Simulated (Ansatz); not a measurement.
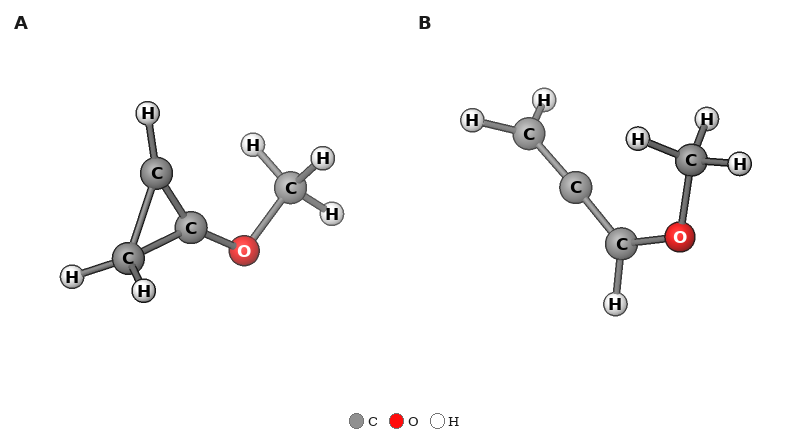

Depth is shown by fading: the farther an atom, the more it takes the colour of the background. The geometry was computed by an optimisation with PBE0-D4/def2-TZVP. No frequency run is at hand to confirm it as a minimum.

Q: Can A be turned into B by a rotation alone?

A: No. They are constitutional isomers of C4H6O: A is COC1=CC1, B is C=C=COC
